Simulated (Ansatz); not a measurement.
Electronic density of states of amorphous W$_{20}$Re$_{10}$Os$_{10}$B$_{10}$, density 18.26 g/cm³, on a 2×2×2 Γ-centred mesh with a Gaussian width of 0.1 eV; energies count from the Fermi level. Cell and mesh are small, so fine structure isn't converged. The numbers are results of PBE, scalar-relativistic without spin-orbit coupling (plane waves to 420 eV, PAW; Ansatz, a quantum-chemistry and plane-wave program), not measurements. Sampling: a 2×2×2 Γ-centred mesh; Fermi-Dirac width 0.1 eV; no spin polarisation.

It comes from a melt-quench run on a machine-learned potential (CHGNet), relaxed afterwards by DFT. The hot cell started wider than the set density and was brought back towards it in steps. It is the lowest in DFT energy of 3 quenches. It is a model cell: composition and starting density were chosen by hand, and all elements were melted together. No dispersion term was used. Its density started from a set value of 18.66 and ended at 18.26 g/cm³. Cooling (nominally 410 K/ps over its main leg) ran many orders faster than in experiment, which tends to leave more defects and strain. One small periodic cell is one sample of the glass; other quenches scatter about these values. Volume and shape were free in the relaxation. On a 2×2×2 Γ-centred mesh force components of up to 0.49 eV/Å stay, since the relaxation ran on one k-point at (1/4, 1/4, 1/4).

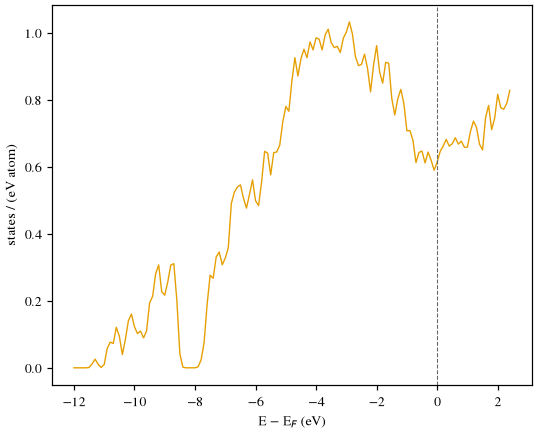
Fig. 1. Density of states per atom
